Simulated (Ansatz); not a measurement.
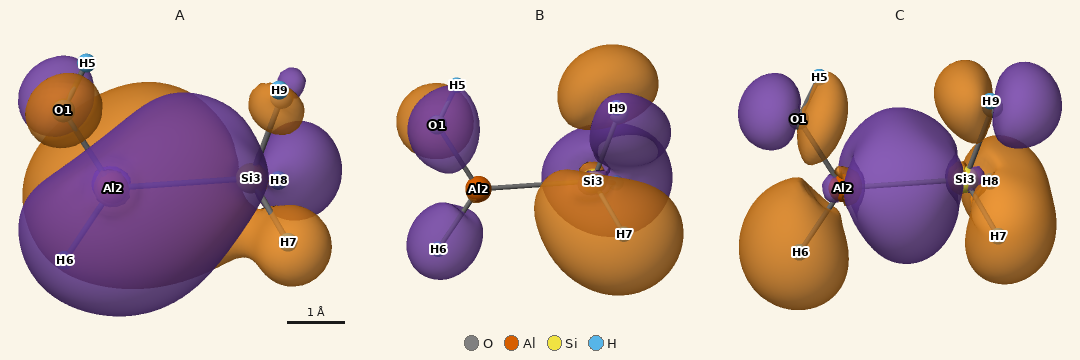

Figure. AlH₅O₂Si (SMILES [OH][AlH][SiH2]O). Three frontier orbitals at ±0.06 Å⁻³ᐟ² (orange and purple are the two phases), in no order.

Geometry: PBE0-D4/def2-TZVP.

Method: RKS PBE0-D4/def2-TZVPP (Ansatz).

Input file:

```
crystal:
  periodic: [false, false, false]
  atoms:
    - {symbol: O, position_ang: [-0.987553, 2.141968, -0.464557]}
    - {symbol: Al, position_ang: [-0.288009, 1.224152, 0.784859]}
    - {symbol: Si, position_ang: [0.361618, -1.110348, 0.295082]}
    - {symbol: O, position_ang: [0.223167, -1.474443, -1.324094]}
    - {symbol: H, position_ang: [-1.185240, 1.772150, -1.324010]}
    - {symbol: H, position_ang: [-0.113975, 1.979427, 2.166506]}
    - {symbol: H, position_ang: [1.745816, -1.412215, 0.779986]}
    - {symbol: H, position_ang: [-0.542561, -2.076083, 0.980226]}
    - {symbol: H, position_ang: [0.875237, -1.090908, -1.911297]}
basis:
  gaussian: {orbitals: def2-TZVPP}
hamiltonian: {xc: pbe0, dispersion: d4}
output: {orbitals: {seedname: orbitals}}
```

Run with:

```sh
ansatz run in.yaml --threads 2 --pin off --events-out ev --progress --plain --max-ram 4352MiB
```

**Order the three orbitals by energy and name them.**

B is the HOMO−1 (−9.13 eV). Its weight (Hirshfeld) is mainly on Si3 (about 25 %), O4 (about 25 %), H7 (about 20 %), H8 (about 15 %) and O1 (about 5 %). C is the HOMO (−7.12 eV). Its weight (Hirshfeld) is mainly on Si3 (about 30 %), Al2 (about 25 %), O4 (about 15 %), H6 (about 10 %) and O1 (about 5 %). A is the LUMO (−1.47 eV). By Hirshfeld shares it lies mainly on Al2 (about 60 %) and Si3 (about 20 %).

**What is the HOMO–LUMO gap?**

5.65 eV between the orbital energies.
